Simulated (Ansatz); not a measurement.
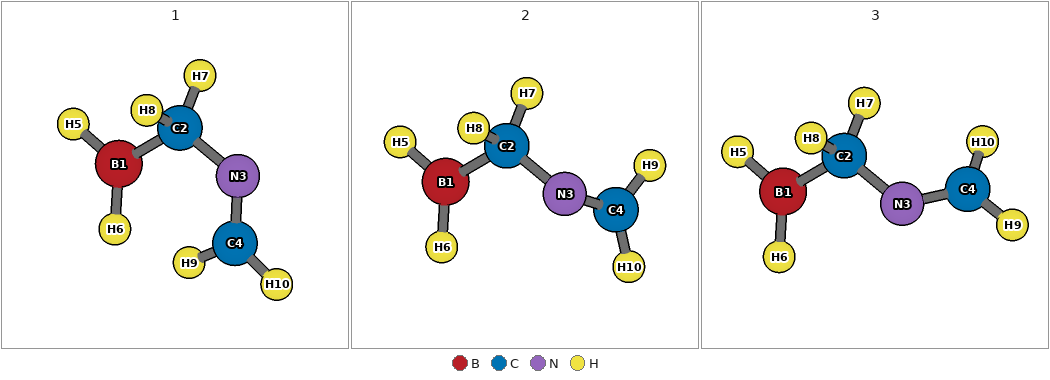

C₂H₆BN, SMILES BCN=C. Coordinates scanned: (1) dihedral C2–N3–C4–H9; (2) dihedral B1–C2–N3–C4. Nothing is relaxed (all other coordinates rigid). Grid: 18 × 18 points. Points are written as (first, second). Energies: eV, counted from the lowest grid point. The dihedral twists a double bond; near 90° a spin-restricted reference is unreliable. All numbers below come from Ansatz, RKS PBE-D4/def2-TZVP.

The numbered pictures are structures from this grid.

> Rank them by energy, lowest first.

3, at (−180°, 120°): 0.00 eV; 1, at (0°, 0°): 0.47 eV; 2, at (60°, 80°): 1.35 eV.

The map, with the structures marked:

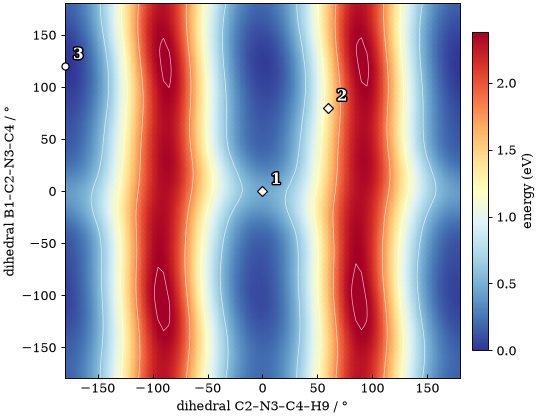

In the figure: a smooth colour map with a few white contour lines. Between grid points the surface is interpolated.
